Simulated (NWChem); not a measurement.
# InH3SO2 (SMILES [OH][In]([OH])[SH]): levels of theory compared

We compute a comparison of 4 runs (HF/STO-3G, HF/3-21G, PBE/STO-3G, BLYP/def2-SVP) of InH3SO2. 

The calculation is run with NWChem 7.3.0.

### 1 The system as given

InH3SO2: 7 atoms, total charge 0, spin state singlet. As SMILES, `[OH][In]([OH])[SH]`. The shape comes from GFN2-xTB, which is rough for such elements, and wasn't checked as a minimum. This is one conformer, not always the lowest.

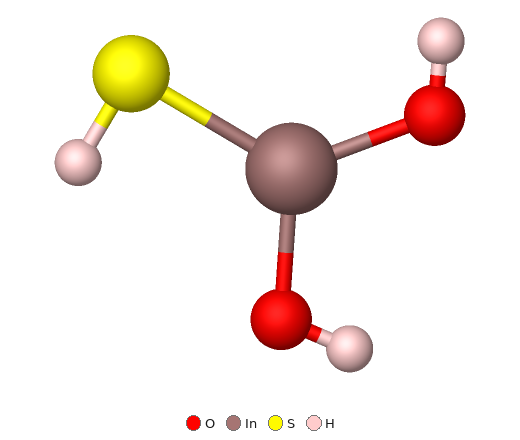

Viewed from a chosen angle; oxygen red, indium brown, sulfur yellow, hydrogen pink.

### 2 Energy and gradient at HF/STO-3G (run 1)

run.py reads:

```python
from ase import Atoms
from ase.calculators.nwchem import NWChem

system = Atoms(['O', 'In', 'O', 'S', 'H', 'H', 'H'], positions=[
    [-0.044420, 1.827440, -0.900830],
    [0.034940, 0.099640, 0.001280],
    [-1.062600, -1.276660, -0.820440],
    [1.299180, -0.510490, 1.944810],
    [0.484290, 2.518290, -0.504840],
    [-1.516850, -0.921000, -1.583600],
    [0.805440, -1.737210, 1.863610],
])

calc = NWChem(
    label='h3ino2s',
    theory='scf',
    memory='2200 mb',
    basis='STO-3G',
    basispar='spherical bse',
    scf={'nopen': '0', 'rhf': None, 'thresh': '1e-08', 'maxiter': '80'},
)
system.calc = calc

forces = system.get_forces()
e = system.get_potential_energy()
print(f"E = {e:.6f} eV")
print("forces (eV/A):")
for s, f in zip(system.symbols, forces):
    print(f"{s:2s} {f[0]:10.5f} {f[1]:10.5f} {f[2]:10.5f}")
print("dipole (e A):", system.get_dipole_moment().round(4))
```

Run with:

```console
$ export ASE_NWCHEM_COMMAND="nwchem PREFIX.nwi > PREFIX.nwo"
$ python run.py
```

The log of the run:

```text
E = -169405.336308 eV
forces (eV/A):
O    -1.20806   -2.48312   -0.47910
In    0.18790    0.45113    0.02314
O     1.47299   -0.19319    2.03806
S    -0.82856    0.42043   -1.27722
H     1.19520    1.24009    1.03749
H    -0.93413    0.82178   -1.61044
H     0.11467   -0.25706    0.26806
dipole (e A): [ 0.0529  0.1738 -0.0007]
```

The calculator wrote h3ino2s.nwi:

```
title "h3ino2s"

permanent_dir h3ino2s

scratch_dir h3ino2s

start h3ino2s

geometry units angstrom nocenter noautosym noautoz
  O  -4.4420000000000001e-02 1.8274400000000000e+00 -9.0083000000000002e-01
  In 3.4939999999999999e-02 9.9640000000000006e-02 1.2800000000000001e-03
  O  -1.0626000000000000e+00 -1.2766599999999999e+00 -8.2043999999999995e-01
  S  1.2991800000000000e+00 -5.1049000000000000e-01 1.9448099999999999e+00
  H  4.8429000000000000e-01 2.5182899999999999e+00 -5.0483999999999996e-01
  H  -1.5168500000000000e+00 -9.2100000000000004e-01 -1.5835999999999999e+00
  H  8.0544000000000004e-01 -1.7372099999999999e+00 1.8636100000000000e+00
end

memory 2200 mb

basis spherical bse noprint
   * library STO-3G
end

scf
  nopen 0
  rhf
  thresh 1e-08
  maxiter 80
end

task scf gradient
```

h3ino2s.nwo, cut to the lines that bear on the results:

```text
[...]
      One-electron energy =  -9598.530997922884
[... 1 line left out ...]
 Nuclear repulsion energy =    486.646299312268
[... 57 lines left out ...]
                       ROHF Final Molecular Orbital Analysis
[... 224 lines left out ...]
                              NWChem Gradients Module
[...]
  wavefunction    =   RHF
                         RHF ENERGY GRADIENTS
    atom               coordinates                        gradient
                 x          y          z           x          y          z
   1 O      -0.083942   3.453361  -1.702322    0.023493   0.048289   0.009317
   2 In      0.066027   0.188292   0.002419   -0.003654  -0.008773  -0.000450
   3 O      -2.008023  -2.412538  -1.550407   -0.028645   0.003757  -0.039634
   4 S       2.455094  -0.964686   3.675158    0.016113  -0.008176   0.024838
   5 H       0.915175   4.758878  -0.954009   -0.023243  -0.024116  -0.020176
   6 H      -2.866431  -1.740438  -2.992570    0.018166  -0.015981   0.031318
   7 H       1.522061  -3.282851   3.521712   -0.002230   0.004999  -0.005213
[...]
```

Run time: 7.2 s. Hardware: 1 thread of Intel Xeon 6975P-C (Granite Rapids), shared host; peak memory 0.097 GiB.

### 3 Energy and forces at HF/3-21G (run 2)

h3ino2s.xyz reads:

```xyz
7
H3InO2S gradient
O     -0.044420     1.827440    -0.900830
In     0.034940     0.099640     0.001280
O     -1.062600    -1.276660    -0.820440
S      1.299180    -0.510490     1.944810
H      0.484290     2.518290    -0.504840
H     -1.516850    -0.921000    -1.583600
H      0.805440    -1.737210     1.863610
```

h3ino2s.nw reads:

```
start h3ino2s
title "H3InO2S gradient"
memory 2200 mb

geometry units angstrom noautosym nocenter noautoz
  load format xyz h3ino2s.xyz
end

basis spherical bse
  * library 3-21G
end

scf
  singlet
  rhf
  thresh 1e-08
  maxiter 80
  noprint "final vectors analysis"
end

task scf gradient
```

Run with:

```console
$ nwchem h3ino2s.nw > h3ino2s.out
```

The log of the run:

```text
[...]
  functions       =    68
[...]
  wavefunction    = RHF
[...]
         Total SCF energy =  -6261.005126991357
      One-electron energy =  -9620.210344365969
      Two-electron energy =   2872.558918062343
 Nuclear repulsion energy =    486.646299312269
        Time for solution =      5.4s
[...]
                         RHF ENERGY GRADIENTS
    atom               coordinates                        gradient
                 x          y          z           x          y          z
   1 O      -0.083942   3.453361  -1.702322   -0.000374   0.010317  -0.005358
   2 In      0.066027   0.188292   0.002419    0.004725  -0.005914   0.009284
   3 O      -2.008023  -2.412538  -1.550407   -0.004630  -0.003148  -0.004790
   4 S       2.455094  -0.964686   3.675158   -0.009583  -0.009773  -0.008186
   5 H       0.915175   4.758878  -0.954009   -0.003522  -0.015619   0.002463
   6 H      -2.866431  -1.740438  -2.992570    0.011923   0.005882   0.013088
   7 H       1.522061  -3.282851   3.521712    0.001461   0.018255  -0.006500
[...]
```

Wall time 8.1 s (1 thread of Intel Xeon 6975P-C (Granite Rapids), shared host); peak memory 0.099 GiB.

Run 3 isn't shown in full; the table further down has it.

### 4 Energy and forces at BLYP/def2-SVP (core potential) (run 4)

mymol.nw reads:

```
start mymol
memory stack 880 mb heap 220 mb global 1100 mb
geometry units angstrom noautosym nocenter noautoz
  O       -0.044420       1.827440      -0.900830
  In       0.034940       0.099640       0.001280
  O       -1.062600      -1.276660      -0.820440
  S        1.299180      -0.510490       1.944810
  H        0.484290       2.518290      -0.504840
  H       -1.516850      -0.921000      -1.583600
  H        0.805440      -1.737210       1.863610
end
basis spherical bse
  * library def2-SVP
end
ecp bse
  In library def2-SVP
end
dft
  xc becke88 lyp
  grid xfine
  convergence energy 1e-08
  maxiter 100
  mulliken
  noprint "final vectors analysis"
end
task dft gradient
```

Run with:

```console
$ nwchem mymol.nw > mymol.out
```

The log of the run:

```text
[...]
          Wavefunction type:  closed shell.
          No. of atoms     :     7
          No. of electrons :    56
[...]
          Charge           :     0
          Spin multiplicity:     1
[...]
          AO basis - number of functions:    87
[...]
              XC Information
              --------------
                    Becke 1988 Exchange Functional  1.000
              Lee-Yang-Parr Correlation Functional  1.000
[...]
 d= 0,ls=0.0,diis     1   -740.1400628476 -9.89D+02  3.56D-02  1.23D+00     3.0
[...]
 d= 0,ls=0.0,diis    12   -740.3025465504 -6.02D-09  8.98D-07  8.41D-09    26.9
         Total DFT energy =     -740.302546550398
      One electron energy =    -1590.021183708927
           Coulomb energy =      661.856701121900
    Exchange-Corr. energy =      -60.717947227990
 Nuclear repulsion energy =      248.579883264618
[...]
      Total Density - Mulliken Population Analysis
     ---------------------------------------------
    Atom       Charge   Shell Charges
 -----------   ------   -------------------------------------------------------
    1 O    8     8.40   1.99  1.09  0.68  2.84  1.80  0.01
    2 In  21    20.46  -0.60  2.60  0.87  0.13  2.79  3.22  0.92  0.29  9.63  0.61
    3 O    8     8.40   1.99  1.09  0.68  2.84  1.79  0.01
    4 S   16    16.16   2.00  1.98  1.29  0.57  5.92  1.82  2.54  0.03
    5 H    1     0.83   0.69  0.07  0.07
    6 H    1     0.83   0.69  0.06  0.07
    7 H    1     0.93   0.73  0.16  0.03
[...]
  wavefunction    = closed shell
                         DFT ENERGY GRADIENTS
    atom               coordinates                        gradient
                 x          y          z           x          y          z
   1 O      -0.083942   3.453361  -1.702322    0.012980  -0.013958   0.023837
   2 In      0.066027   0.188292   0.002419   -0.017415   0.000239  -0.023121
   3 O      -2.008023  -2.412538  -1.550407    0.010022   0.032265  -0.001530
   4 S       2.455094  -0.964686   3.675158   -0.012091  -0.017211  -0.007998
   5 H       0.915175   4.758878  -0.954009   -0.011937  -0.015054  -0.009130
   6 H      -2.866431  -1.740438  -2.992570    0.011353  -0.006369   0.017910
   7 H       1.522061  -3.282851   3.521712    0.007088   0.020087   0.000032
[...]
```

Run time: 33 s. Hardware: 1 thread of Intel Xeon 6975P-C (Granite Rapids), shared host; peak memory 0.14 GiB.

### 5 All runs side by side

```csv
run,level,iteration cap,module,energy (Eh),dipole moment (D),largest force (eV/Å),wall time
1,HF/STO-3G,80,scf,-6225.531333,0.87,2.803,7.2 s
2,HF/3-21G,80,scf,-6261.005127,1.65,0.999,8.1 s
3,PBE/STO-3G,100,dft,-6227.887882,0.95,5.180,14 s
4,BLYP/def2-SVP (core potential),100,dft,-740.302547,0.85,1.739,33 s
```

### 6 What came out

| quantity | value |
| --- | --- |
| run 4: total energy | -740.30255 Eh |
| run 4: dipole moment | 0.85 D |
| run 4: largest force on an atom | 1.739 eV/Å |

What this shows: The dipole moment (its size) runs from 0.85 D (BLYP/def2-SVP) to 1.65 D (HF/3-21G). The two ends differ in method and basis and core potential. Totals of different functionals can't be ranked against each other. Some runs of one species differ in core potentials or relativity; totals across that change don't compare. In runs 1, 3 the basis is minimal, so the values are rough. In runs 1, 2, 3 relativity is left out where basis or elements ask for it. All runs together took 62 s, the longest 33 s.
